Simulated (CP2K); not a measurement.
**SiNH3OF (SMILES N[SiH]([O])F) at PM3**

What is the vertical electron affinity of SiNH3OF at PM3? 

The results are computed with CP2K 2026.2.

1 further run of the same task is left out (it didn't finish).

## 1. The structure to begin with

SiNH3OF: 7 atoms, total charge 0, spin state doublet. As SMILES, `N[SiH]([O])F`. Geometry: relaxed at GFN2-xTB. This is one conformer, not always the lowest.

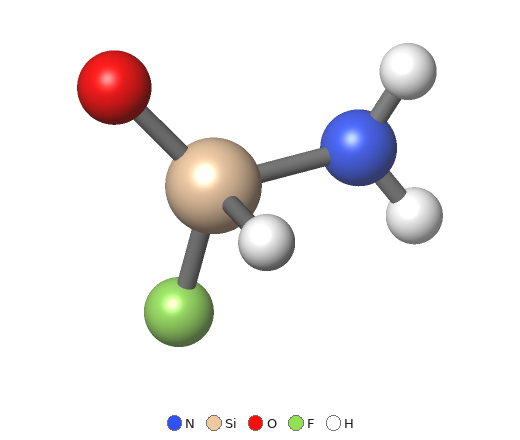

The structure, seen from a chosen angle (nitrogen blue, silicon light orange, oxygen red, fluorine green, hydrogen white).

## 2. Energy and forces at PM3

job.inp reads:

```
&GLOBAL
  PROJECT job
  RUN_TYPE ENERGY_FORCE
  PRINT_LEVEL MEDIUM
&END GLOBAL

&FORCE_EVAL
  METHOD QS
  &DFT
    MULTIPLICITY 2
    LSD T
    &QS
      METHOD PM3
      EPS_DEFAULT 1.0E-10
      &SE
        &COULOMB
          CUTOFF [angstrom] 50
          RC_RANGE [angstrom] 0
        &END COULOMB
        &EXCHANGE
          CUTOFF [angstrom] 50
          RC_RANGE [angstrom] 0
        &END EXCHANGE
      &END SE
    &END QS
    ! cluster boundary conditions
    &POISSON
      PERIODIC NONE
      POISSON_SOLVER ANALYTIC
    &END POISSON
    ! SCF settings
    &SCF
      SCF_GUESS ATOMIC
      EPS_SCF 1.0E-07
      MAX_SCF 150
      &DIAGONALIZATION
        ALGORITHM STANDARD
      &END DIAGONALIZATION
      &MIXING
        METHOD DIRECT_P_MIXING
        ALPHA 0.4
      &END MIXING
    &END SCF
    ! extra output
    &PRINT
      &MOMENTS
        PERIODIC F
        REFERENCE COM
        MAX_MOMENT 1
      &END MOMENTS
      &MO ON
        ENERGIES T
        OCCUPATION_NUMBERS T
        NDIGITS 6
        &EACH
          QS_SCF 0
        &END EACH
        ADD_LAST NUMERIC
      &END MO
      &HIRSHFELD OFF
      &END HIRSHFELD
    &END PRINT
  &END DFT
  ! atoms, cell and kinds
  &SUBSYS
    &CELL
      ABC 12.7 13.3 12.6
      PERIODIC NONE
    &END CELL
    &COORD
      N     -0.699430     0.776020    -0.069910
      Si     0.343630    -0.583630     0.263370
      O      0.842620    -0.941760     1.655040
      F     -0.301760    -1.669460    -0.733020
      H     -1.146020     0.880370    -0.966840
      H     -0.558430     1.654080     0.398180
      H      1.519390    -0.115620    -0.546810
    &END COORD
    &TOPOLOGY
      &CENTER_COORDINATES
      &END CENTER_COORDINATES
    &END TOPOLOGY
  &END SUBSYS
  ! extra output
  &PRINT
    &FORCES ON
    &END FORCES
  &END PRINT
&END FORCE_EVAL
```

The run is started by

```bash
$ OMP_NUM_THREADS=1 cp2k.psmp -i job.inp -o job.out
```

Standard output:

```text
CP2K| version string:                                       CP2K version 2026.2
[...]
 GLOBAL| Method name                                                        CP2K
[...]
 GLOBAL| Run type                                                   ENERGY_FORCE
[...]
                             - Atoms:                                          7
[...]
                             - Spherical basis functions:                     19
[...]
 Number of electrons:                                                         13
[...]
     1 P_Mix/Diag. 0.40E+00    0.0     0.37908260       -33.1151886080 -3.31E+01
[...]
   150 DIIS/Diag.  0.50E-07    0.0     0.00000005       -37.3497738946 -1.35E-13
  *** SCF run converged in   150 steps ***
  Core-core repulsion energy [eV]:                           1332.48021338999661
  Core Hamiltonian energy [eV]:                             -1704.18147891070930
  Two-electron integral energy [eV]:                        -1289.27553776139916
  Electronic energy [eV]:                                   -2348.81924779140900
  Total energy [eV]:                                        -1016.33903440141239
  Atomic reference energy [eV]:                              1011.26164576108738
  Heat of formation [kcal/mol]:                              -117.08737287816682
[...]
 SE_DIPOLE| Moment [Debye]         -0.36854522      -1.76198458       1.05043049
 SE_DIPOLE| Derivative [a.u.]       0.00000000       0.00000000       0.00000000
 ENERGY| Total FORCE_EVAL ( QS ) energy [hartree]            -37.349773894595117
 FORCES| Atomic forces [hartree/bohr]
 FORCES|   Atom     x               y               z               |f|
 FORCES|      1 -2.18086330E-02  2.39688618E-02  7.73320141E-03   3.33155401E-02
 FORCES|      2 -3.23657227E-02  3.55120277E-03 -7.30379305E-02   7.99668077E-02
 FORCES|      3  2.06158326E-02 -1.62472974E-02  5.51993277E-02   6.11224427E-02
 FORCES|      4  2.81546660E-03 -8.60407588E-03  1.06268458E-02   1.39601872E-02
 FORCES|      5  6.50886085E-03  8.76042059E-04  8.63709658E-03   1.08504450E-02
 FORCES|      6 -1.16349224E-03 -5.65373089E-03 -7.42505850E-03   9.40477968E-03
 FORCES|      7  2.53976879E-02  2.10899755E-03 -1.73348254E-03   2.55439891E-02
 FORCES| Sum    -2.77555756E-17  4.16333634E-17 -6.93889390E-17
 FORCES| Total atomic force                                       8.55484295E-17
[...]
```

It took 0.42 s on 1 thread of Arm Neoverse V2, shared host.

## 3. The singlet anion at the same level

calc.inp reads:

```
&GLOBAL
  PROJECT calc
  RUN_TYPE ENERGY_FORCE
  PRINT_LEVEL MEDIUM
&END GLOBAL

&FORCE_EVAL
  METHOD QUICKSTEP
  &DFT
    CHARGE -1
    ! Quickstep
    &QS
      METHOD PM3
      EPS_DEFAULT 1.0E-10
      &SE
        &COULOMB
          CUTOFF [angstrom] 50
          RC_RANGE [angstrom] 0
        &END COULOMB
        &EXCHANGE
          CUTOFF [angstrom] 50
          RC_RANGE [angstrom] 0
        &END EXCHANGE
      &END SE
    &END QS
    ! isolated system
    &POISSON
      PERIODIC NONE
      POISSON_SOLVER ANALYTIC
    &END POISSON
    ! self-consistent field
    &SCF
      SCF_GUESS ATOMIC
      EPS_SCF 1.0E-07
      MAX_SCF 100
      ADDED_MOS 4
      &DIAGONALIZATION
        ALGORITHM STANDARD
      &END DIAGONALIZATION
      &MIXING
        METHOD DIRECT_P_MIXING
        ALPHA 0.4
      &END MIXING
    &END SCF
    ! extra output
    &PRINT
      &MOMENTS
        PERIODIC F
        REFERENCE COM
        MAX_MOMENT 1
      &END MOMENTS
      &MO ON
        ENERGIES T
        OCCUPATION_NUMBERS T
        NDIGITS 6
        &EACH
          QS_SCF 0
        &END EACH
        ADD_LAST NUMERIC
      &END MO
      &HIRSHFELD OFF
      &END HIRSHFELD
    &END PRINT
  &END DFT
  ! atoms, cell and kinds
  &SUBSYS
    &CELL
      ABC 12.7 13.3 12.6
      PERIODIC NONE
    &END CELL
    &COORD
      N     -0.699430     0.776020    -0.069910
      Si     0.343630    -0.583630     0.263370
      O      0.842620    -0.941760     1.655040
      F     -0.301760    -1.669460    -0.733020
      H     -1.146020     0.880370    -0.966840
      H     -0.558430     1.654080     0.398180
      H      1.519390    -0.115620    -0.546810
    &END COORD
    &TOPOLOGY
      &CENTER_COORDINATES
      &END CENTER_COORDINATES
    &END TOPOLOGY
  &END SUBSYS
  ! extra output
  &PRINT
    &FORCES ON
    &END FORCES
  &END PRINT
&END FORCE_EVAL
```

The run is started by

```bash
$ OMP_NUM_THREADS=1 cp2k.psmp calc.inp > calc.out
```

Standard output:

```text
CP2K| version string:                                       CP2K version 2026.2
[...]
 GLOBAL| Method name                                                        CP2K
[...]
 GLOBAL| Run type                                                   ENERGY_FORCE
[...]
                             - Atoms:                                          7
[...]
                             - Spherical basis functions:                     19
[...]
 Number of electrons:                                                         26
[...]
     1 P_Mix/Diag. 0.40E+00    0.0     0.77342064       -33.4127506034 -3.34E+01
[...]
    23 DIIS/Diag.  0.72E-07    0.0     0.00000005       -37.4227411583 -9.24E-14
  *** SCF run converged in    23 steps ***
  Core-core repulsion energy [eV]:                           1332.48021338999661
  Core Hamiltonian energy [eV]:                             -1745.32381268717381
  Two-electron integral energy [eV]:                        -1210.96195065397842
  Electronic energy [eV]:                                   -2350.80478801416302
  Total energy [eV]:                                        -1018.32457462416642
  Atomic reference energy [eV]:                              1011.26164576108738
  Heat of formation [kcal/mol]:                              -162.87502178489305
[...]
 SE_DIPOLE| Moment [Debye]          1.89280661      -1.26156270       2.78316631
 SE_DIPOLE| Derivative [a.u.]       0.00000000       0.00000000       0.00000000
 ENERGY| Total FORCE_EVAL ( QS ) energy [hartree]            -37.422741158341061
 FORCES| Atomic forces [hartree/bohr]
 FORCES|   Atom     x               y               z               |f|
 FORCES|      1 -3.80015547E-02  2.93240377E-02  3.94178395E-03   4.81617588E-02
 FORCES|      2  1.78790233E-02  9.44565868E-03 -4.89529077E-02   5.29647724E-02
 FORCES|      3  6.38964571E-03 -2.12558767E-02  6.36506986E-02   6.74095787E-02
 FORCES|      4 -1.14650804E-02 -2.10129926E-02 -3.34989300E-03   2.41705546E-02
 FORCES|      5  6.65921074E-03  4.41435771E-03  7.42468198E-03   1.09067660E-02
 FORCES|      6 -1.25884348E-03 -4.79982754E-03 -7.95776643E-03   9.37811697E-03
 FORCES|      7  1.97975988E-02  3.88464269E-03 -1.47565974E-02   2.49958503E-02
 FORCES| Sum    -3.60822483E-16 -3.05311332E-16  9.71445147E-17
 FORCES| Total atomic force                                       4.82540082E-16
[...]
```

Run time: 0.22 s. Hardware: 1 thread of Arm Neoverse V2, shared host.

## 4. Summary of results

Level: PM3.

| quantity | value |
| --- | --- |
| doublet SiNH3OF: total energy | -37.34977 Eh |
| doublet SiNH3OF: dipole moment | 2.08 D |
| doublet SiNH3OF: HOMO energy (highest over α and β) | -8.54 eV |
| doublet SiNH3OF: heat of formation at this unrelaxed shape | -117.1 kcal/mol |
| doublet SiNH3OF: largest force on an atom | 4.112 eV/Å |
| singlet anion: total energy | -37.42274 Eh |
| singlet anion: HOMO energy | -2.76 eV |
| singlet anion: LUMO energy | 6.40 eV |
| singlet anion: HOMO–LUMO gap | 9.16 eV |
| singlet anion: heat of formation at this unrelaxed shape | -162.9 kcal/mol |
| singlet anion: largest force on an atom | 3.466 eV/Å |
| vertical electron affinity (to the singlet anion) | 1.986 eV |

What this shows: At fixed nuclei the extra electron is bound by 1.99 eV (46 kcal/mol). The largest force (doublet SiNH3OF) is 4.11 eV/Å: the shape isn't a stationary point for this species at this level. A minimal valence basis can't be trusted even for the sign of an electron affinity.
